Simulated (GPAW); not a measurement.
# Surface energy and work function of Pt(100) from slabs of 4 to 14 layers (LDA)

How do energy and work function of Pt(100) films settle with thickness, and what surface energy follows?

Set-up. GPAW 26.7.0, plane waves at 450 eV with PAW setups; symmetric 1×1 slabs cut at the tabulated lattice constant (two decimals; low-temperature values for the alkali metals), atoms at bulk places, 7.5 Å of vacuum on each side, one in-plane mesh for all thicknesses, Fermi-Dirac smearing of 0.1 eV. Energies are extrapolated to zero smearing and count from the program's reference atoms. Functional LDA. The cell's area is 7.683 Å².

The runs, one held back:

| layers | energy (eV) | work function (eV) |
| --- | --- | --- |
| 4 | −29.1727 | 5.99 |
| 5 | −37.0456 | 6.02 |
| 6 | −44.9363 | 6.02 |
| 7 | −52.8112 | 6.02 |
| 8 | −60.7074 | 6.02 |
| 9 | −68.5957 | 6.02 |
| 10 | −76.4914 | 6.02 |
| 11 | −84.3812 | 6.02 |
| 12 | −92.2732 | 6.02 |
| 14 | ? | ? |

Q: What surface energy do these runs give, and what energy and work function should the 14-layer slab have?

A: A slab of n layers has E(n) = nε + 2Aγ once its middle is bulk-like. A line through n = 6 to 12 has the slope ε = −7.8905 eV a layer and the intercept 2Aγ = 2.4152 eV (r.m.s. residual 4.6 meV). So γ = 2.4152 / (2 × 7.683 Å²) = 0.1572 eV/Å² = 2.52 J/m², with a standard error of about 0.01 J/m² from the scatter about the line. For 14 layers: 2.4152 + 14 × (−7.8905) = −108.052 eV; the run gives −108.054 eV, 2.1 meV under the line. The work function has no such law: from 6 to 12 layers it stays at 6.02 eV, and the 14-layer slab gives 6.02 eV. The thinnest slab, 4 layers, lies −0.03 eV from that mean. The measured value for this face is 5.70 eV (“Anisotropic work function of elemental crystals” (2019, arxiv:1902.07811)), for a face that reconstructs.

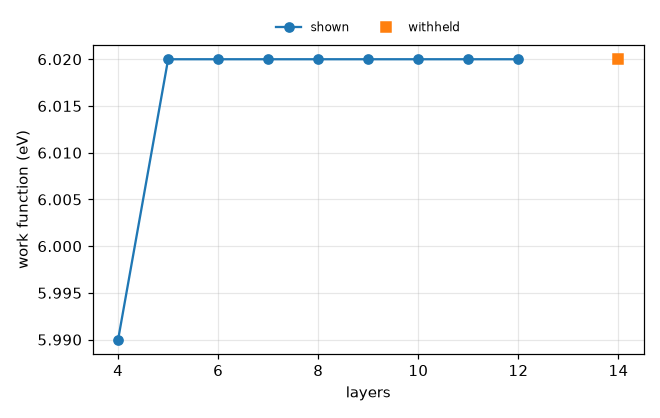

Work function against thickness.

**Limits.** The surfaces are unrelaxed, so γ is an upper bound for this functional and lattice constant. The tabulated lattice constant isn't the functional's own, which strains the slab a little. Spin-orbit coupling is left out.
